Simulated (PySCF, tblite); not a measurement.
# C5H5NOSi: a rotation path, then NMR shifts on frames

Aim: move C5H5NOSi (`N#C[SiH2]c1ccco1`) away from its starting geometry and see how NMR shifts follow the geometry.

The runs use tblite 0.8.0 and PySCF 2.14.0, with density-fitted response routines of our own; the level of theory stands in each step. All values are computed, except where a source is named. Atoms are numbered from 0 throughout.

## Step 1: Starting geometry

13 atoms, charge 0, multiplicity 1; geometry from: GFN2-xTB.

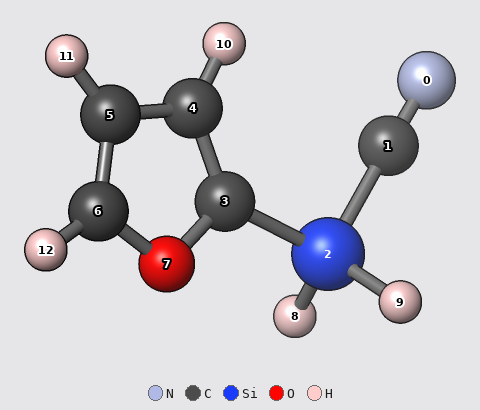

As it starts; nitrogen light blue, carbon dark grey, silicon blue, oxygen red, hydrogen pink, atoms numbered; sticks join atoms by distance.

## Step 2: The rotation path with GFN2-xTB

The job: settings as JSON, then the geometry in Å.

```
{"job": {"kind": "neb", "xc": "GFN2-xTB", "basis": "xTB", "atoms": [7, 3, 2, 1], "turn": 120}, "charge": 0, "multiplicity": 1}
N      3.391464     1.572907    -0.113112
C      2.738063     0.634784    -0.044212
Si     1.700903    -0.915409     0.071571
C     -0.060102    -0.291188     0.021711
C     -0.608450     0.961970    -0.075497
C     -2.009631     0.793858    -0.066433
C     -2.220506    -0.548049     0.035725
O     -1.058077    -1.209146     0.089557
H      2.032207    -1.748601    -1.087184
H      2.030799    -1.563884     1.343261
H     -0.065455     1.882758    -0.142556
H     -2.754728     1.560213    -0.127852
H     -3.120875    -1.129726     0.077293
```

Level: GFN2-xTB climbing-image nudged elastic band, gas phase.

On the command line:

```
$ OMP_NUM_THREADS=1 python probes_run.py task.json out
```

One launch serves the whole session: the jobs run in the order shown.

The program printed:

```text
image   E - E0 / eV
  0       0.0000
  1       0.0041
  2       0.0122
  3       0.0215
  4       0.0285
  5       0.0319
  6       0.0325
  7       0.0327
  8       0.0328
```

Wall time 4.5 s (1 thread of Intel Xeon Platinum 8175M at 2.50GHz, shared host); peak memory 0.18 GiB.

The final band, with the dihedral O7–C3–Si2–C1:

| image | dihedral (°) | energy (eV) | energy (kcal/mol) |
| --- | --- | --- | --- |
| 0 | 180 | 0.000 | 0.0 |
| 1 | 195 | 0.004 | 0.1 |
| 2 | 210 | 0.012 | 0.3 |
| 3 | 225 | 0.021 | 0.5 |
| 4 | 240 | 0.029 | 0.7 |
| 5 | 255 | 0.032 | 0.7 |
| 6 | 270 | 0.033 | 0.8 |
| 7 | 285 | 0.033 | 0.8 |
| 8 | 299 | 0.033 | 0.8 |

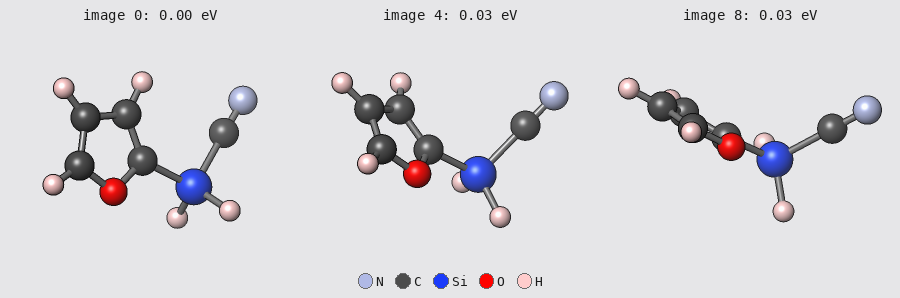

Images along the band.

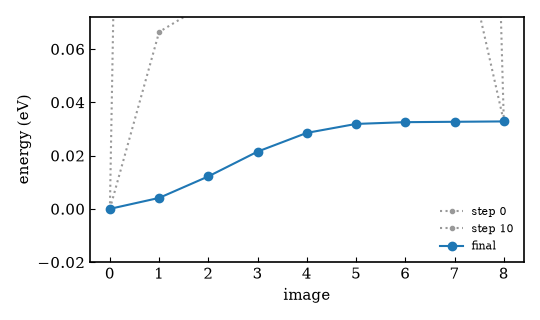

Energy along the band, early and final.

## Step 3: Shielding tensors: image 0, PBE0/pcSseg-1

The job: settings as JSON, then the geometry in Å.

```
{"job": {"kind": "nmr", "xc": "PBE0", "basis": "pcSseg-1", "pop": false}, "charge": 0, "multiplicity": 1}
N      3.391500     1.572900    -0.113100
C      2.738100     0.634800    -0.044200
Si     1.700900    -0.915400     0.071600
C     -0.060100    -0.291200     0.021700
C     -0.608500     0.962000    -0.075500
C     -2.009600     0.793900    -0.066400
C     -2.220500    -0.548000     0.035700
O     -1.058100    -1.209100     0.089600
H      2.032200    -1.748600    -1.087200
H      2.030800    -1.563900     1.343300
H     -0.065500     1.882800    -0.142600
H     -2.754700     1.560200    -0.127900
H     -3.120900    -1.129700     0.077300
```

Method: GIAO PBE0/pcSseg-1 NMR shielding, non-relativistic, gas phase.

The program printed:

```text
coarse grid: 12304 points
cycle   1  E = -612.3115886397  dE =  1.340e+00  |g| = 5.189e-01  |ddm| = 3.514e+00
cycle   2  E = -612.1950586934  dE =  1.165e-01  |g| = 8.983e-01  |ddm| = 9.696e-01
cycle   3  E = -612.3667974077  dE = -1.717e-01  |g| = 1.987e-01  |ddm| = 5.995e-01
cycle   4  E = -612.3746268505  dE = -7.829e-03  |g| = 5.988e-02  |ddm| = 1.413e-01
cycle   5  E = -612.3753241318  dE = -6.973e-04  |g| = 1.414e-02  |ddm| = 3.904e-02
cycle   6  E = -612.3753635682  dE = -3.944e-05  |g| = 4.134e-03  |ddm| = 1.332e-02
cycle   7  E = -612.3753667933  dE = -3.225e-06  |g| = 1.460e-03  |ddm| = 4.111e-03
final grid: 117032 points
cycle   8  E = -612.4319483254  dE = -1.187e-05  |g| = 1.284e-02  |ddm| = 2.888e-02
cycle   9  E = -612.4318763532  dE =  7.197e-05  |g| = 2.301e-02  |ddm| = 2.262e-02
cycle  10  E = -612.4319792330  dE = -1.029e-04  |g| = 2.127e-03  |ddm| = 1.591e-02
cycle  11  E = -612.4319803579  dE = -1.125e-06  |g| = 3.994e-04  |ddm| = 2.054e-03
cycle  12  E = -612.4319803762  dE = -1.826e-08  |g| = 2.573e-04  |ddm| = 3.445e-04
cycle  13  E = -612.4319803896  dE = -1.345e-08  |g| = 6.917e-05  |ddm| = 1.704e-04
cycle  14  E = -612.4319803906  dE = -1.020e-09  |g| = 1.996e-05  |ddm| = 5.597e-05
cycle  15  E = -612.4319803907  dE = -9.277e-11  |g| = 3.181e-06  |ddm| = 2.037e-05
converged SCF energy = -612.4319803907

GIAO shielding tensors (ppm)
atom      isotropic    diamagn.    paramagn.     s11        s22        s33       span
  0 N      -99.114     337.413    -436.527   -302.053   -299.938    304.649    606.702
  1 C       64.209     262.383    -198.173    -49.721    -44.955    287.304    337.025
  2 Si     433.199     879.550    -446.350    419.983    425.714    453.902     33.919
  3 C       38.740     258.231    -219.491    -29.930     39.358    106.792    136.722
  4 C       53.195     254.472    -201.276    -47.485     50.044    157.027    204.513
  5 C       69.379     256.732    -187.353    -18.525     62.858    163.803    182.328
  6 C       30.708     251.803    -221.095    -48.667     34.471    106.320    154.987
  7 O       18.649     397.749    -379.100   -130.305    -79.457    265.711    396.016
  8 H       26.651      27.210      -0.559     23.057     25.184     31.710      8.653
  9 H       26.650      27.211      -0.561     23.056     25.184     31.708      8.652
 10 H       24.108      34.197     -10.089     21.697     23.338     27.290      5.594
 11 H       24.859      31.460      -6.602     22.906     25.722     25.947      3.041
 12 H       23.760      29.501      -5.740     20.970     24.758     25.553      4.583
```

Wall time 24 s (1 thread of Intel Xeon Platinum 8175M at 2.50GHz, shared host); peak memory 0.75 GiB.

Shifts follow as δ = σ(reference) − σ, with reference shieldings (ppm) from runs at the same level and on the same kind of geometry: ¹H TMS 31.72, ¹³C TMS 186.9, ²⁹Si TMS 349.2, ¹⁵N NH3 267.7, ¹⁷O H2O 336.1. The references are single molecules in the gas phase, so shifts against H2O, NH3, PH3, H3PO4 or CFCl3 are not on the usual liquid scales and can be off by tens of ppm. Each atom is listed at this fixed geometry, with no averaging over motion; a spectrum would average atoms that exchange fast.

```
atoms                                          environment  σ (ppm)  δ (ppm)
   C6                  aromatic CH next to the ring oxygen     30.7    156.2
   C3  substituted aromatic carbon next to the ring oxygen     38.7    148.2
   C4                                          aromatic CH     53.2    133.7
   C1                                       nitrile carbon     64.2    122.7
   C5                                          aromatic CH     69.4    117.5
  H12   hydrogen on an aromatic CH next to the ring oxygen    23.76     7.96
  H10                           hydrogen on an aromatic CH    24.11     7.61
  H11                           hydrogen on an aromatic CH    24.86     6.86
   H9                  hydrogen on a silicon bonded to 2 C    26.65     5.07
   H8                  hydrogen on a silicon bonded to 2 C    26.65     5.07
   N0                                     nitrile nitrogen    -99.1    366.8
  Si2                           silicon bonded to 2 C, 2 H    433.2    -84.0
   O7                                 aromatic ring oxygen     18.6    317.4
```

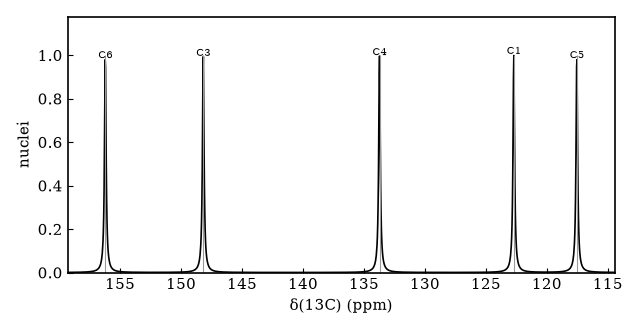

¹³C lines at the computed shifts, without couplings. Lines are broadened to a width of 0.15 ppm (Lorentzian).

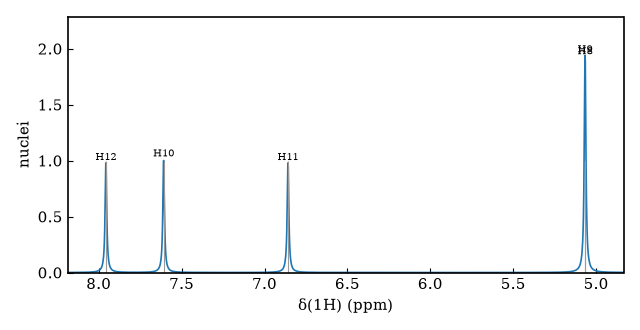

¹H lines at the computed shifts, without couplings. Lines are broadened to a width of 0.01 ppm (Lorentzian).

Ring of atoms C3, C4, C5, C6, O7: NICS(0) -11.9, NICS(1) -10.8, NICS(1)zz -28.0 ppm (means of both faces).

## Step 4: Nuclear shieldings: image 4, PBE0/pcSseg-1

The job: settings as JSON, then the geometry in Å.

```
{"job": {"kind": "nmr", "xc": "PBE0", "basis": "pcSseg-1", "pop": false}, "charge": 0, "multiplicity": 1}
N      3.358800     1.399100     0.987900
C      2.737000     0.538600     0.557800
Si     1.719900    -0.861200    -0.157600
C     -0.056700    -0.278000    -0.105700
C     -0.697600     0.801800    -0.655900
C     -2.044600     0.730300    -0.242600
C     -2.133100    -0.388200     0.530500
O     -0.947800    -1.001000     0.619100
H      2.198600    -1.039100    -1.531300
H      1.907600    -2.035300     0.691100
H     -0.250400     1.557400    -1.269100
H     -2.834400     1.412100    -0.484700
H     -2.961800    -0.836000     1.042900
```

With the program's defaults for keys left out, this is: GIAO PBE0/pcSseg-1 NMR shielding, non-relativistic, gas phase.

The program printed:

```text
coarse grid: 12304 points
cycle   1  E = -612.3091984232  dE =  1.341e+00  |g| = 5.212e-01  |ddm| = 3.512e+00
cycle   2  E = -612.1902530946  dE =  1.189e-01  |g| = 9.063e-01  |ddm| = 9.699e-01
cycle   3  E = -612.3652094407  dE = -1.750e-01  |g| = 1.989e-01  |ddm| = 6.018e-01
cycle   4  E = -612.3730759777  dE = -7.867e-03  |g| = 6.025e-02  |ddm| = 1.405e-01
cycle   5  E = -612.3737722795  dE = -6.963e-04  |g| = 1.499e-02  |ddm| = 3.876e-02
cycle   6  E = -612.3738140641  dE = -4.178e-05  |g| = 4.820e-03  |ddm| = 1.351e-02
cycle   7  E = -612.3738179788  dE = -3.915e-06  |g| = 2.168e-03  |ddm| = 5.126e-03
final grid: 117032 points
cycle   8  E = -612.4304190142  dE = -4.982e-06  |g| = 1.348e-02  |ddm| = 2.766e-02
cycle   9  E = -612.4303320622  dE =  8.695e-05  |g| = 2.477e-02  |ddm| = 2.447e-02
cycle  10  E = -612.4304535765  dE = -1.215e-04  |g| = 2.078e-03  |ddm| = 1.740e-02
cycle  11  E = -612.4304546304  dE = -1.054e-06  |g| = 4.908e-04  |ddm| = 1.962e-03
cycle  12  E = -612.4304546650  dE = -3.463e-08  |g| = 2.598e-04  |ddm| = 3.784e-04
cycle  13  E = -612.4304546790  dE = -1.401e-08  |g| = 5.737e-05  |ddm| = 1.663e-04
cycle  14  E = -612.4304546797  dE = -7.112e-10  |g| = 1.785e-05  |ddm| = 5.103e-05
converged SCF energy = -612.4304546797

GIAO shielding tensors (ppm)
atom      isotropic    diamagn.    paramagn.     s11        s22        s33       span
  0 N      -96.706     337.475    -434.181   -300.961   -282.590    293.433    594.395
  1 C       64.005     262.159    -198.154    -51.264    -45.058    288.337    339.600
  2 Si     433.737     879.536    -445.799    407.917    436.113    457.179     49.262
  3 C       38.461     258.039    -219.577    -32.649     39.291    108.743    141.392
  4 C       53.461     254.592    -201.131    -48.917     50.399    158.900    207.817
  5 C       68.419     257.049    -188.630    -20.013     62.613    162.656    182.669
  6 C       32.477     251.840    -219.363    -45.153     34.091    108.493    153.645
  7 O       13.083     397.419    -384.335   -135.248    -78.403    252.902    388.150
  8 H       26.694      27.338      -0.644     23.871     24.622     31.590      7.719
  9 H       26.717      27.281      -0.563     23.168     25.556     31.429      8.261
 10 H       24.228      33.300      -9.072     22.223     23.303     27.158      4.934
 11 H       24.770      31.423      -6.653     22.812     25.680     25.818      3.006
 12 H       23.865      29.673      -5.808     21.052     24.831     25.712      4.660
```

Wall time 23 s (1 thread of Intel Xeon Platinum 8175M at 2.50GHz, shared host); peak memory 0.79 GiB.

In short: δ C6 154.4, C3 148.5, C4 133.5, C1 122.9, H12 7.85, H10 7.49 ppm.

## Step 5: NMR shieldings: image 8, PBE0/pcSseg-1

The job: settings as JSON, then the geometry in Å.

```
{"job": {"kind": "nmr", "xc": "PBE0", "basis": "pcSseg-1", "pop": false}, "charge": 0, "multiplicity": 1}
N      3.233700     0.756400     1.885700
C      2.677800     0.213100     1.044400
Si     1.765800    -0.677300    -0.325200
C     -0.029500    -0.172700    -0.191500
C     -0.886800     0.472400    -1.044600
C     -2.127800     0.565800    -0.379300
C     -1.942300    -0.028800     0.832400
O     -0.688400    -0.476100     0.954400
H      2.316000    -0.201200    -1.594200
H      1.960300    -2.109200    -0.088000
H     -0.650300     0.832900    -2.025200
H     -3.028900     1.010800    -0.748300
H     -2.604100    -0.185700     1.661500
```

Level: GIAO PBE0/pcSseg-1 NMR shielding, non-relativistic, gas phase.

The program printed:

```text
coarse grid: 12304 points
cycle   1  E = -612.3108802381  dE =  1.343e+00  |g| = 5.208e-01  |ddm| = 3.513e+00
cycle   2  E = -612.1929781380  dE =  1.179e-01  |g| = 9.048e-01  |ddm| = 9.699e-01
cycle   3  E = -612.3667992744  dE = -1.738e-01  |g| = 1.980e-01  |ddm| = 6.013e-01
cycle   4  E = -612.3745637365  dE = -7.764e-03  |g| = 6.161e-02  |ddm| = 1.400e-01
cycle   5  E = -612.3752792261  dE = -7.155e-04  |g| = 1.600e-02  |ddm| = 3.881e-02
cycle   6  E = -612.3753234767  dE = -4.425e-05  |g| = 5.781e-03  |ddm| = 1.423e-02
cycle   7  E = -612.3753294108  dE = -5.934e-06  |g| = 2.443e-03  |ddm| = 6.234e-03
final grid: 117032 points
cycle   8  E = -612.4316025487  dE = -4.930e-06  |g| = 1.358e-02  |ddm| = 2.654e-02
cycle   9  E = -612.4315104170  dE =  9.213e-05  |g| = 2.528e-02  |ddm| = 2.490e-02
cycle  10  E = -612.4316376639  dE = -1.272e-04  |g| = 2.016e-03  |ddm| = 1.781e-02
cycle  11  E = -612.4316386304  dE = -9.665e-07  |g| = 5.863e-04  |ddm| = 1.891e-03
cycle  12  E = -612.4316386883  dE = -5.794e-08  |g| = 2.463e-04  |ddm| = 4.224e-04
cycle  13  E = -612.4316387010  dE = -1.268e-08  |g| = 5.371e-05  |ddm| = 1.667e-04
cycle  14  E = -612.4316387016  dE = -6.194e-10  |g| = 1.748e-05  |ddm| = 4.830e-05
converged SCF energy = -612.4316387016

GIAO shielding tensors (ppm)
atom      isotropic    diamagn.    paramagn.     s11        s22        s33       span
  0 N      -96.860     337.315    -434.175   -300.116   -287.146    296.683    596.799
  1 C       64.657     261.807    -197.150    -48.863    -45.141    287.976    336.839
  2 Si     435.167     879.445    -444.278    409.252    439.086    457.162     47.910
  3 C       38.287     257.916    -219.629    -31.407     37.025    109.241    140.647
  4 C       54.183     254.306    -200.123    -46.825     53.527    155.847    202.672
  5 C       69.651     257.405    -187.754    -17.192     63.087    163.058    180.250
  6 C       30.614     251.375    -220.761    -50.121     34.070    107.894    158.015
  7 O       13.405     397.894    -384.489   -138.039    -82.172    260.427    398.466
  8 H       26.870      27.692      -0.822     23.319     25.678     31.613      8.294
  9 H       26.684      27.081      -0.396     23.905     24.529     31.619      7.715
 10 H       24.451      32.674      -8.222     22.543     23.754     27.056      4.513
 11 H       24.935      31.329      -6.394     22.992     25.692     26.121      3.129
 12 H       23.699      29.967      -6.268     20.896     24.625     25.577      4.682
```

Wall time 24 s (1 thread of Intel Xeon Platinum 8175M at 2.50GHz, shared host); peak memory 0.74 GiB.

In short: δ C6 156.3, C3 148.6, C4 132.7, C1 122.3, H12 8.02, H10 7.27 ppm.

## Step 6: Run by run: NMR shifts

Shifts (ppm) of some atoms, chosen among heavy atoms and hydrogens apart, with basis size and wall time:

```
  frame     C6     C5   H10    H8     N0    Si2     O7  functions  time
image 0  156.2  117.5  7.61  5.07  366.8  -84.0  317.4        168  24 s
image 4  154.4  118.5  7.49  5.02  364.4  -84.6  323.0        168  23 s
image 8  156.3  117.3  7.27  4.85  364.6  -86.0  322.7        168  24 s
```

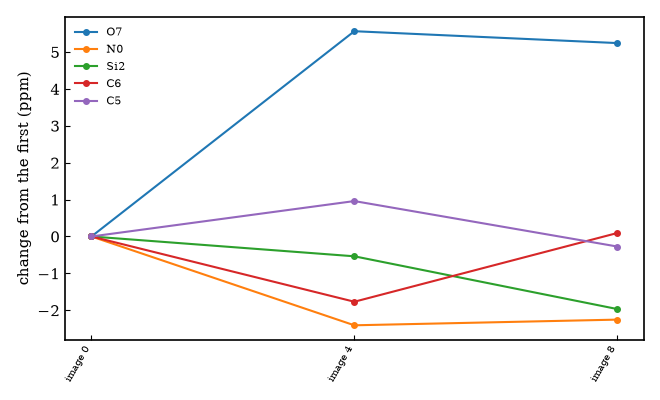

How five of the tabulated atoms move from run to run.

## Step 7: Results

| quantity | value |
| --- | --- |
| barrier | 0.033 eV (0.8 kcal/mol) at image 8 |
| end to end (GFN2-xTB) | 0.033 eV |
| ¹³C shifts against TMS (PBE0/pcSseg-1, image 0) | 156.2, 148.2, 133.7, 122.7, 117.5 ppm |
| ¹H shifts against TMS (PBE0/pcSseg-1, image 0) | 7.96, 7.61, 6.86, 5.07, 5.07 ppm |
| ¹⁵N shifts against NH3 (PBE0/pcSseg-1, image 0) | 366.8 ppm |
| ²⁹Si shifts against TMS (PBE0/pcSseg-1, image 0) | -84.0 ppm |
| ¹⁷O shifts against H2O (PBE0/pcSseg-1, image 0) | 317.4 ppm |
| range of the shift of O7 | 317.4 to 323.0 ppm |

What this shows: Along the band the dihedral turns by 119°, and the top (dihedral 299°) lies 0.8 kcal/mol above the start (GFN2-xTB, rough), so at room temperature this motion is fast. Ends this close can change order at a higher level. The top is the band's fixed end, so this is the step from end to end, not a climb to a saddle. Shifts at one fixed geometry are not the observed spectrum, which averages over the motion. In the first frame run (image 0): The largest span, 607 ppm, is at N0, where the paramagnetic term is -437 ppm. NICS(1)zz of -28 ppm above the planar ring from C3 marks a diatropic (aromatic) ring current. Across the 3 runs the shift of O7 moves most, between 317.4 (image 0) and 323.0 ppm (image 4). At PBE0/pcSseg-1 the highest of the frames run is image 4, not the band's top, so the GFN2-xTB barrier is not borne out there and is unsure.
